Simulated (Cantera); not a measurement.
Feed: 1 mol HI, 1.3 mol O2, equilibrated at 1.00 bar.

Cantera equilibrium calculation (NASA polynomials, part measured and part estimated; ideal gas, pure solids and liquids). Candidate condensed phases: H2O, I2; 12 gas species. Kinetics and transport are ignored.

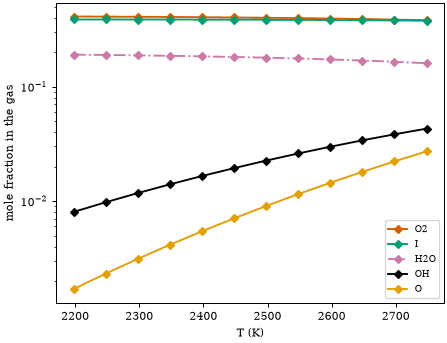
Fig. 1. Equilibrium gas composition (values under 1e-9 drawn at 1e-9)

Q: Read off the mole fractions at 2298 K.

A: O2 about 0.41, I about 0.39, H2O about 0.19, OH about 0.012, O about 0.0031.
